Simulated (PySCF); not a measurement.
```json
{"atom": "C", "x (Å)": "2.9218", "y (Å)": "0.7824", "z (Å)": "0.2298"}
{"atom": "S", "x (Å)": "1.2345", "y (Å)": "0.8191", "z (Å)": "0.9064"}
{"atom": "Si", "x (Å)": "0.3691", "y (Å)": "-0.7747", "z (Å)": "-0.2421"}
{"atom": "C", "x (Å)": "-1.4399", "y (Å)": "-0.9191", "z (Å)": "0.2737"}
{"atom": "Si", "x (Å)": "-2.5764", "y (Å)": "0.4958", "z (Å)": "-0.3041"}
{"atom": "H", "x (Å)": "3.4993", "y (Å)": "1.5197", "z (Å)": "0.7773"}
{"atom": "H", "x (Å)": "2.8966", "y (Å)": "1.0385", "z (Å)": "-0.8249"}
{"atom": "H", "x (Å)": "3.3502", "y (Å)": "-0.2052", "z (Å)": "0.3697"}
{"atom": "H", "x (Å)": "1.1492", "y (Å)": "-1.9801", "z (Å)": "0.0564"}
{"atom": "H", "x (Å)": "0.5395", "y (Å)": "-0.4387", "z (Å)": "-1.6565"}
{"atom": "H", "x (Å)": "-1.8217", "y (Å)": "-1.8618", "z (Å)": "-0.1157"}
{"atom": "H", "x (Å)": "-1.4959", "y (Å)": "-0.9900", "z (Å)": "1.3598"}
{"atom": "H", "x (Å)": "-2.1271", "y (Å)": "1.7700", "z (Å)": "0.2498"}
{"atom": "H", "x (Å)": "-3.9406", "y (Å)": "0.2102", "z (Å)": "0.1511"}
{"atom": "H", "x (Å)": "-2.5630", "y (Å)": "0.5420", "z (Å)": "-1.7695"}
```

Geometry: GFN2-xTB, NEB image 0 of 0 to 8.

Theory: PBE0/pcSseg-1, SCF density, gas phase, non-relativistic (PySCF 2.14.0).

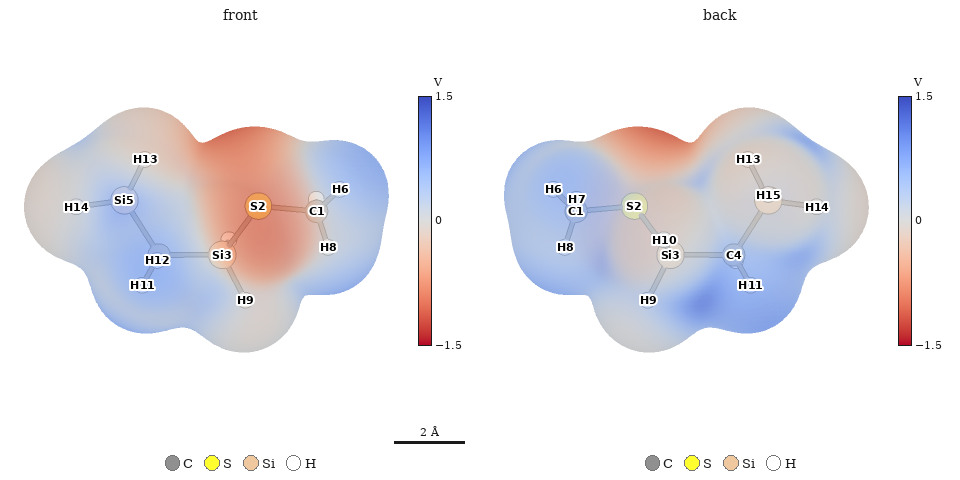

C$_{2}$H$_{10}$SSi$_{2}$ (SMILES CS[SiH2]C[SiH3]). The electrostatic potential painted on the density surface at 0.001 e/bohr³, seen from the front and from behind; the colour scale runs from red (negative) to blue (positive).

Question: Where is the surface potential most negative and most positive?

Answer: The most negative region (about −1.0 V, or −23 kcal/mol for a unit charge) lies over S2, the most positive (about +1.0 V, or +23 kcal/mol for a unit charge) over Si3.
